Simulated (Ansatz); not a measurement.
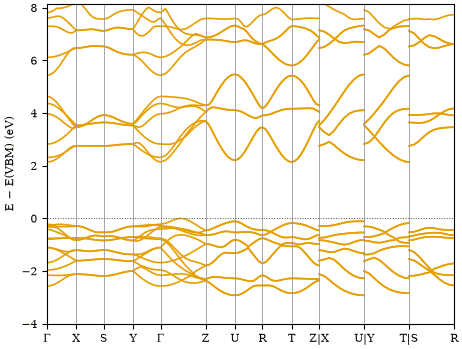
Fig. 1. Band structure from plane-wave PAW PBE (Ansatz code)

**Question.** Read off the gap and where the band edges lie.

**Answer.** About 2.1 eV (2.14 eV by a search for the band edges); maximum on the Γ–Z line, 45 % of the way from Γ, minimum at T.

The material is PbI2 in space group Pnnm (No. 58; Pb on 2a, I on 4g).

The cell is a constructed one: a structure type filled with these elements; neither database checked (COD, Materials Project) lists it. It is not the phase usual at ambient conditions (space group No. 164). Symmetry was held in the PBE relaxation; whether a distortion lowers the energy is not shown. Scalar-relativistic: spin–orbit coupling is off unless named, which matters more the heavier the elements.

Potentials: the later of the program's two PAW sets.
